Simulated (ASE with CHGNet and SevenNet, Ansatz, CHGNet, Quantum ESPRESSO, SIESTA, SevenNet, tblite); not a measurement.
**Random fluorite-type alloy of CaF2 and CdF2 (96 atoms) in machine-learned potentials**

Aim: run random fluorite-type alloy of CaF2 and CdF2 (96 atoms) in machine-learned potentials and see how near its forces come to a plane-wave reference, and at what cost.

Method: the method is named at each step, in ASE with CHGNet and SevenNet.

## Step 1: The structure

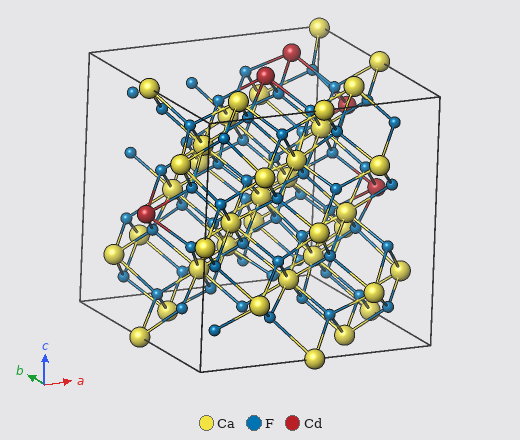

The starting structure, seen slightly off an axis (calcium yellow, fluorine blue, cadmium red). Bonds to atoms that aren't drawn are left out. Some periodic images of atoms are drawn too.

The cell holds 96 atoms: 28 Ca, 64 F and 4 Cd. Its edges and angles: a = 10.908 Å, b = 10.908 Å, c = 10.908 Å, α = 90.0°, β = 90.0°, γ = 90.0°. It derives from CaF2 (fluorite-type), repeated 2×2×2. Fluorite-type CaF2, 2 x 2 x 2 conventional cells, 4 of 32 Ca sites given to Cd at random (x = 0.125), lattice by Vegard's rule (a = 5.454 Å); every coordinate displaced by a Gaussian of 0.09 Å. Then every atom was moved at random, 0.03 Å r.m.s. a Cartesian component.

The yardstick, on the same geometry:

| Item | Value |
| --- | --- |
| method | Kohn-Sham DFT, PBE, SSSP efficiency 1.3.0 pseudopotentials, plane waves (Quantum ESPRESSO 7.5); sssp-pbe-1.3.0-efficiency, cutoffs 60/480 Ry, Γ point |
| r.m.s. force component | 0.7638 eV/Å |
| longest force | 2.835 eV/Å |
| pressure | 5.406 GPa |
| gap (highest filled to lowest empty level) | 4.5 eV |
| time | 4.1 min on 4 MPI ranks of Arm Neoverse V1, shared host |
| CPU time | 16 min |

## Step 2: CHGNet r2SCAN potential

Method: machine-learned interatomic potential CHGNet r2SCAN, trained on r2SCAN plane-wave data.

File run.py:

```python
import numpy as np
from ase.io import read
import mlip  # loads the published weights by name

atoms = read("structure.xyz")
atoms.calc = mlip.calc("chgnet-r2scan")
energy = atoms.get_potential_energy()
forces = atoms.get_forces()
print(f"energy {energy:.6f} eV")
print("forces (eV/A)")
for i, (a, f) in enumerate(zip(atoms, forces)):
    print(f"{i:4d} {a.symbol:2s} {f[0]:10.5f} {f[1]:10.5f} {f[2]:10.5f}")
stress = -atoms.get_stress(voigt=False) * 160.21766
print("stress (GPa, compression positive)")
for row in stress:
    print(" ".join(f"{x:10.4f}" for x in row))
```

File structure.xyz:

```xyz
96
Lattice="10.90780 0.00000 0.00000 0.00000 10.90780 0.00000 0.00000 0.00000 10.90780" Properties=species:S:1:pos:R:3 pbc="T T T"
Ca 10.84726 10.81737 10.84726
F 1.33642 1.35977 1.31210
F 3.99607 4.09119 4.06141
Ca 10.74135 2.62234 2.55112
F 1.55458 4.12446 4.15151
F 3.94306 1.36795 1.59657
Ca 2.71353 0.01353 2.62060
F 4.25208 1.38595 4.00654
F 1.28439 4.23594 1.46285
Ca 2.77756 2.70601 10.80428
F 3.99869 3.96379 1.32704
F 1.17946 1.22844 4.16972
Ca 0.07079 0.11453 5.41256
F 1.39467 1.35595 6.82436
F 3.94666 3.97731 9.61435
Ca 0.08421 2.58929 8.36563
F 1.21524 4.01571 9.55392
F 4.03687 1.27087 6.82981
Ca 2.75520 0.05628 8.21837
F 4.17049 1.30959 9.61664
F 1.48030 4.11944 6.76295
Ca 2.68605 2.79065 5.47375
F 4.05607 4.09457 6.81519
F 1.38464 1.26520 9.74634
Ca 10.90158 5.46481 10.89733
F 1.48368 6.84824 1.31864
F 3.99116 9.60792 4.17769
Ca 0.03741 8.12282 2.85566
F 1.32999 9.54847 3.89027
F 3.93172 6.68495 1.35039
Ca 2.67776 5.46503 2.69783
F 4.00731 6.83112 4.15958
F 1.37722 9.68864 1.29563
Ca 2.75007 8.22001 0.05498
F 4.05716 9.48586 1.28079
F 1.26105 7.07218 4.10330
Cd 0.03741 5.39794 5.39587
F 1.40929 6.77833 6.78258
F 4.09806 9.36555 9.58130
Cd 10.84159 8.08955 8.25197
F 1.42150 9.57770 9.38976
F 4.21652 6.95121 6.72433
Ca 2.66892 5.48215 8.11159
F 4.08628 6.92885 9.50146
F 1.47986 9.67620 6.71670
Ca 2.76545 8.22950 5.38245
F 4.10090 9.63671 6.90649
F 1.28363 6.66783 9.51847
Ca 5.44408 0.04025 10.89809
F 6.76589 1.33937 1.41987
F 9.47441 4.37097 4.06817
Ca 5.44790 2.64165 2.73306
F 6.75564 4.04799 4.10264
F 9.54225 1.34886 1.46077
Ca 8.10951 10.87377 2.63063
F 9.40285 1.33577 4.13471
[... 36 atom lines left out ...]
F 6.81847 9.69660 6.68288
Ca 8.18161 8.19787 5.32508
F 9.52327 9.50789 6.81738
F 6.83668 6.74658 9.57094
```

The run is started by

```bash
> OMP_NUM_THREADS=1 python run.py > output.txt
```

What it wrote:

```text
CHGNet vr2scan initialized with 412,525 parameters
CHGNet will run on cpu
energy -855.236694 eV
forces (eV/A)
   0 Ca    0.48681    0.13709    0.14839
   1 F    -0.26437    0.33390    0.31752
   2 F     0.62583   -0.00848    0.19950
   3 Ca    1.20353    0.67456    0.87932
   4 F    -1.09742    0.10240   -0.11572
   5 F     0.66214    0.11510   -1.35840
   6 Ca   -0.49644   -0.24277    0.85684
   7 F    -1.01770   -0.24365    0.92753
   8 F    -0.25484   -0.48845   -0.22753
   9 Ca   -0.52537   -0.14423    1.04549
  10 F     0.43181    0.33948    0.06331
  11 F     1.14386    1.35513   -1.22044
  12 Ca   -1.17797   -1.46084    0.99456
  13 F    -0.04151    0.40069    0.41480
  14 F     0.71642    0.83241   -0.83490
  15 Ca   -0.40299    0.32153   -0.90478
  16 F     0.59951    0.14728    0.03587
  17 F     0.13428    0.67646   -0.10492
  18 Ca   -0.31183   -0.41029   -0.17472
  19 F    -0.14524   -0.07114   -0.16631
  20 F    -0.44293   -0.02998    0.34470
  21 Ca    0.29987   -0.61417   -0.36861
  22 F    -0.04200   -0.24974    0.35950
  23 F     0.12191    0.14260   -0.76253
[...]
88 F     0.32555   -0.33161   -0.40230
  89 F     0.36051   -0.19421    0.61134
  90 Ca   -0.12532   -0.45133   -0.60104
  91 F    -0.02298   -0.31274    0.06285
  92 F     0.10239   -0.87461    0.81507
  93 Ca    0.00530   -0.17127    0.78090
  94 F     0.19001   -0.03330    0.41027
  95 F    -0.08788    0.32928   -0.09514
stress (GPa, compression positive)
    1.7473     0.4984    -0.2295
    0.4984     1.7780    -0.5116
   -0.2295    -0.5116     1.5935
```

Wall time 5.2 s (1 thread of Arm Neoverse V1, shared host); peak memory 1.4 GiB.

Banners, paths, timers and routine set-up lines are dropped from the logs unmarked, and long logs keep their key lines alone; longer cuts are marked.

Against the reference:

```yaml
r_m_s_force_component: 0.5584 eV/Å
r_m_s_difference_of_force_components: 212.5 meV/Å
longest_difference_of_force_vectors: 882.2 meV/Å
force_difference_over_r_m_s_force: 27.82 %
slope_of_forces_against_the_reference_s: 0.7285
correlation_of_force_components: 0.9965
pressure: 1.706 GPa
pressure_difference: -3.7 GPa
```

Length of the force difference by element (eV/Å):

| element | atoms | mean | most |
| --- | --- | --- | --- |
| Ca | 28 | 0.43 | 0.78 |
| Cd | 4 | 0.51 | 0.88 |
| F | 64 | 0.27 | 0.69 |

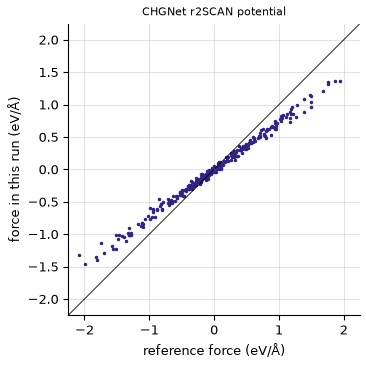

Force components against those of the reference; the line marks equality.

The surroundings of F24, picked at random, nearest first, numbered as they follow in the input and with coordinates relative to it.

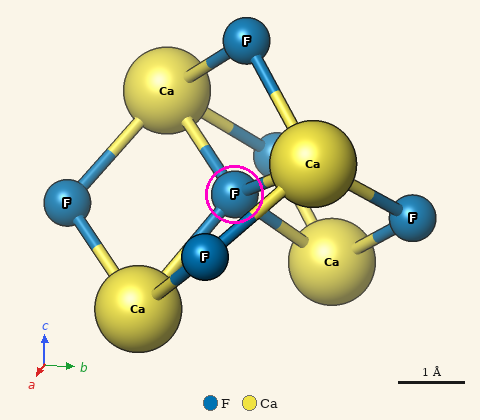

The atoms of the table, within 2.8 Å (arrows a, b, c point along x, y, z); some may hide others; the central atom is ringed.

| atom | x | y | z | distance (Å) | bonds | Fx | Fy | Fz (eV/Å) |
| --- | --- | --- | --- | --- | --- | --- | --- | --- |
| F24 | 0.00 | 0.00 | 0.00 | 0.00 | 4 | 0.12 | 0.14 | -0.76 |
| Ca10 | 1.39 | 1.44 | 1.06 | 2.27 | 8 | -0.53 | -0.14 | 1.05 |
| Ca1 | -1.45 | -1.36 | 1.10 | 2.27 | 8 | 0.49 | 0.14 | 0.15 |
| Ca16 | -1.30 | 1.32 | -1.38 | 2.31 | 8 | -0.40 | 0.32 | -0.90 |
| Ca19 | 1.37 | -1.21 | -1.53 | 2.38 | 8 | -0.31 | -0.41 | -0.17 |
| F2 | -0.05 | 0.09 | 2.47 | 2.48 | 4 | -0.26 | 0.33 | 0.32 |
| F41 | 0.04 | -2.60 | -0.36 | 2.62 | 4 | -0.08 | -0.40 | 0.35 |
| F68 | -2.73 | 0.17 | -0.22 | 2.74 | 4 | -0.24 | -1.03 | 0.26 |
| F17 | -0.17 | 2.75 | -0.19 | 2.76 | 4 | 0.60 | 0.15 | 0.04 |
| F20 | 2.79 | 0.04 | -0.13 | 2.79 | 4 | -0.15 | -0.07 | -0.17 |

Atoms are counted from 1 here, from 0 in the log.

Forces lie 28 % from the reference's, at 0.0049 times its CPU time (on 1 against 4 cores).

## Step 3: CHGNet 0.3.0 potential

Method: machine-learned interatomic potential CHGNet 0.3.0, trained on PBE(+U) plane-wave data.

run.py: that of step 2 with these lines changed.

```diff
@@ -5,3 +5,3 @@
 atoms = read("structure.xyz")
-atoms.calc = mlip.calc("chgnet-r2scan")
+atoms.calc = mlip.calc("chgnet-0.3.0")
 energy = atoms.get_potential_energy()
```

structure.xyz is that of step 2.

What it wrote:

```text
CHGNet v0.3.0 initialized with 412,525 parameters
CHGNet will run on cpu
energy -557.706116 eV
forces (eV/A)
   0 Ca    0.57394    0.06890    0.17584
   1 F    -0.33697    0.45489    0.43310
   2 F     0.81752   -0.03164    0.25486
   3 Ca    1.47267    0.89259    1.07501
   4 F    -1.27474    0.01827   -0.20828
   5 F     0.80591    0.11249   -1.69287
   6 Ca   -0.63169   -0.31657    1.04187
   7 F    -1.28570   -0.29159    1.16012
   8 F    -0.29030   -0.61656   -0.28104
   9 Ca   -0.61299   -0.10617    1.28517
  10 F     0.43546    0.34819    0.13065
  11 F     1.44193    1.66947   -1.50376
  12 Ca   -1.46890   -1.80972    1.24183
  13 F    -0.06638    0.50325    0.50061
  14 F     0.81765    0.93617   -1.06789
  15 Ca   -0.48757    0.45084   -1.14213
  16 F     0.74259    0.16290    0.03399
  17 F     0.17513    0.87076   -0.13752
  18 Ca   -0.42714   -0.53726   -0.19953
  19 F    -0.16285   -0.10916   -0.17900
  20 F    -0.49902   -0.12994    0.46934
  21 Ca    0.32036   -0.72120   -0.42903
  22 F    -0.01629   -0.33091    0.42170
  23 F     0.14673    0.18411   -0.95966
[...]
88 F     0.31842   -0.32029   -0.52153
  89 F     0.33588   -0.22366    0.75982
  90 Ca   -0.10673   -0.52694   -0.76841
  91 F    -0.06110   -0.54421    0.10208
  92 F     0.08573   -1.06815    0.99463
  93 Ca    0.03061   -0.26303    0.97529
  94 F     0.17593    0.04058    0.42634
  95 F    -0.07647    0.43732   -0.34901
stress (GPa, compression positive)
    5.4753     0.6171    -0.2917
    0.6171     5.5180    -0.6018
   -0.2917    -0.6018     5.2857
```

Run time: 5.1 s. Hardware: 1 thread; peak memory 1.4 GiB.

Compared with the plane-wave run:

```yaml
r_m_s_force_component: 0.6944 eV/Å
r_m_s_difference_of_force_components: 93.17 meV/Å
longest_difference_of_force_vectors: 384.8 meV/Å
force_difference_over_r_m_s_force: 12.2 %
slope_of_forces_against_the_reference_s: 0.9058
correlation_of_force_components: 0.9964
pressure: 5.426 GPa
pressure_difference: 0.0203 GPa
```

Against the first run (28 %), the force difference from the reference is 12 %, at 0.99 times the CPU time.

## Step 4: SevenNet l3i5 potential

Method: machine-learned interatomic potential SevenNet l3i5, trained on PBE(+U) plane-wave data.

run.py: that of step 3 with these lines changed.

```diff
@@ -5,3 +5,3 @@
 atoms = read("structure.xyz")
-atoms.calc = mlip.calc("chgnet-0.3.0")
+atoms.calc = mlip.calc("7net-l3i5")
 energy = atoms.get_potential_energy()
```

structure.xyz is that of step 3.

What it wrote:

```text
energy -528.447083 eV
forces (eV/A)
   0 Ca    0.72886    0.18466    0.23880
   1 F    -0.33571    0.42360    0.48107
   2 F     0.83290   -0.03233    0.26743
   3 Ca    1.64295    0.90853    1.13127
   4 F    -1.39401    0.05758   -0.17652
   5 F     0.90767    0.08593   -1.77120
   6 Ca   -0.70791   -0.28081    1.09714
   7 F    -1.32488   -0.30620    1.19064
   8 F    -0.28162   -0.60676   -0.25623
   9 Ca   -0.68763   -0.10816    1.41215
  10 F     0.53379    0.43615    0.12392
  11 F     1.46232    1.71165   -1.49991
  12 Ca   -1.55879   -1.92579    1.29484
  13 F    -0.06529    0.52038    0.52997
  14 F     0.94186    1.04881   -1.12973
  15 Ca   -0.53397    0.48954   -1.27381
  16 F     0.80270    0.20649    0.04136
  17 F     0.19202    0.93112   -0.11702
  18 Ca   -0.43656   -0.56233   -0.24014
  19 F    -0.17582   -0.09739   -0.20309
  20 F    -0.60644   -0.11844    0.45506
  21 Ca    0.39585   -0.80472   -0.47671
  22 F    -0.02656   -0.39918    0.46604
  23 F     0.15072    0.17456   -1.05204
[...]
88 F     0.43296   -0.43863   -0.48105
  89 F     0.41047   -0.19985    0.74154
  90 Ca   -0.15287   -0.72569   -0.91388
  91 F    -0.09118   -0.44302    0.14838
  92 F     0.12243   -1.16017    1.05803
  93 Ca    0.02255   -0.20859    1.03247
  94 F     0.19778   -0.03789    0.48988
  95 F    -0.13288    0.53943   -0.15944
stress (GPa, compression positive)
    5.5080     0.6625    -0.3276
    0.6625     5.5335    -0.6661
   -0.3276    -0.6661     5.3191
```

It took 12 s on 1 thread; peak memory 1.7 GiB.

Compared with the plane-wave run:

```yaml
r_m_s_force_component: 0.7467 eV/Å
r_m_s_difference_of_force_components: 40.1 meV/Å
longest_difference_of_force_vectors: 177.9 meV/Å
force_difference_over_r_m_s_force: 5.25 %
slope_of_forces_against_the_reference_s: 0.9765
correlation_of_force_components: 0.9989
pressure: 5.454 GPa
pressure_difference: 0.0475 GPa
```

Against the first run (28 %), the force difference from the reference is 5.3 %, at 2.5 times the CPU time.

## Step 5: Side by side

Differences are against the plane-wave reference, forces as r.m.s. over components; share is that over the reference's r.m.s. force, slope the least-squares factor from reference forces to these. Total energies of different programs have different zeros and aren't compared.

| run | Δ force, r.m.s. (meV/Å) | share (%) | slope | Δ pressure (GPa) | cores | CPU time | memory (GiB) |
| --- | --- | --- | --- | --- | --- | --- | --- |
| reference | - | - | - | - | 4 | 16 min | 4.5 |
| CHGNet r2SCAN potential | 213 | 27.8 | 0.729 | -3.70 | 1 | 4.8 s | 1.4 |
| CHGNet 0.3.0 potential | 93.2 | 12.2 | 0.906 | 0.0203 | 1 | 4.7 s | 1.4 |
| SevenNet l3i5 potential | 40.1 | 5.25 | 0.977 | 0.0475 | 1 | 12 s | 1.7 |

Times of the machine-learned potentials are mostly Python's start and the loading of weights.

CPU time is summed over cores on a shared host, where runs went side by side, so it is rough. Symmetry, cutoffs, thresholds, outputs and thread counts weren't matched or tuned between programs; memory under MPI is the largest rank's times the ranks.

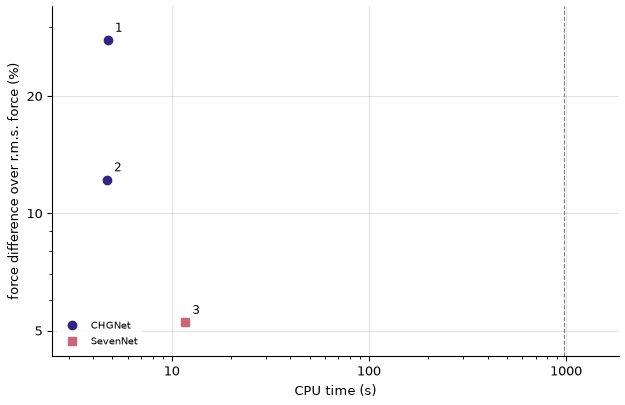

Force difference against CPU time; the dashed line marks the reference's time. Points: 1 CHGNet r2SCAN potential; 2 CHGNet 0.3.0 potential; 3 SevenNet l3i5 potential.

## Step 6: Results

| Item | Value |
| --- | --- |
| nearest in forces | SevenNet l3i5 potential, 5.3 % |
| its CPU time | 12 s |

**Reading.** Machine-learned potentials differ by 5.3 % (SevenNet l3i5 potential) to 28 % (CHGNet r2SCAN potential); they were trained on other programs' data, some at another functional. The reference's pressure holds the uncorrected Pulay stress of its 60 Ry basis, so small pressure differences, and their order, may be the reference's own error. Machine-learned potentials mimic data converged in k, so the reference's own k-point error enters their differences. The host structure and its lattice constant were typed by rule, without a check against the phase diagram. The reference's pressure of 5.4 GPa belongs to a cell and atoms that aren't relaxed at this level. The electronic-structure runs sample only Γ, in a cell whose shortest periodic width is 11 Å.

[Also dropped from logs without a mark: logging warnings of Python, and SIESTA's first energy breakdown and zero terms.]

[Logs are printed without paths, hosts, clocks, repeated set-up lines and the standing remarks that a program may print on its own settings, such as how far it seeks lower states.]

[Hosts, paths, dates, database ids (printed as entryN), source tags and the programs' standing remarks are cut or masked in the printed files.]
